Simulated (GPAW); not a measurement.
A computed O K-edge spectrum of one site in a crystal of Mn, O and Sr, with its zero at a photon energy of about 524.0 eV (LDA puts this hole about 4 eV below PBE, itself good to a few eV). Method: GPAW, LDA, excited-electron core hole (neutral cell) in a small cell, dipole transitions, broadening that rises with energy.

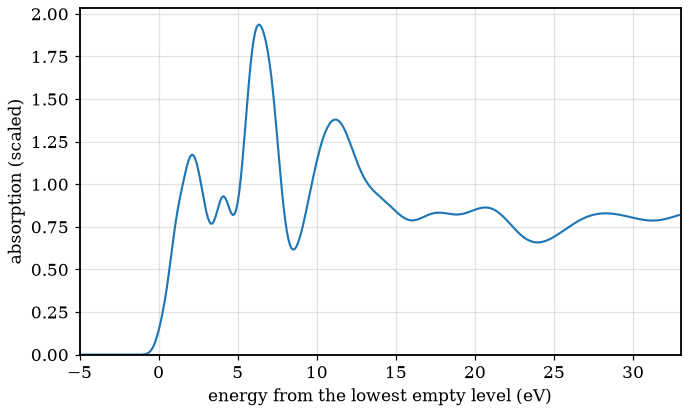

Energy from the lowest empty level; intensity scaled to a mean of 1 over the first 20 eV.

Question: What surroundings does the absorber have?

A K edge sees empty p states; the first features are O p mixed into the empty d states of the Mn neighbours, and the broad ones above probably into the cations' higher empty bands. It is atom 7 of Sr2Mn2O5 (Cmmm), with 1 Mn at 1.90 Å and 1 Mn at 2.00 Å (linear, site symmetry 2mm). Its main maxima below 24 eV lie at 2.1 eV (1.17), 4.1 eV (0.93), 6.3 eV (1.94), 11.2 eV (1.38) and 20.7 eV (0.86). A near-edge spectrum doesn't fix the structure by itself; it is matched against candidates. The hole lies in one spin channel, while the script sums the empty states of both and takes the lower zero; where the two channels are split, this blurs and shifts the curve. The unit cell's mesh shows no gap over 0.35 eV. That is right for a metallic compound; for a small-gap or correlated insulator it would be the fault of the functional or of the assumed magnetic order, and the hole would be screened too well. The crystal has 3 inequivalent O sites and not all are shown here, while a measurement adds them all. The spins start ferromagnetically in a simple order, which needn't be the measured one; gap and edge can depend on it. The mesh is coarse (0.29 Å⁻¹ between points), so small maxima may be mesh ripples. Lifetime broadening is put in by hand, and intensities beyond about 20 eV depend on it and on the partial waves; weight that the partial waves miss at high energy is lost. The structure is a computed Materials Project entry and may be a hypothetical form.

[Hosts, paths, dates, database ids (printed as entryN), source tags and the programs' standing remarks are cut or masked in the printed files.]

[Lists of maxima count a maximum above −3 eV only where it reaches 4 % of the highest in the window and stands out from its surroundings by 2 % of it (1.5 % where it reaches 55 %); shoulders and weaker maxima are passed over, and of the rest the first, up to two pre-edge ones and the few strongest are named.]
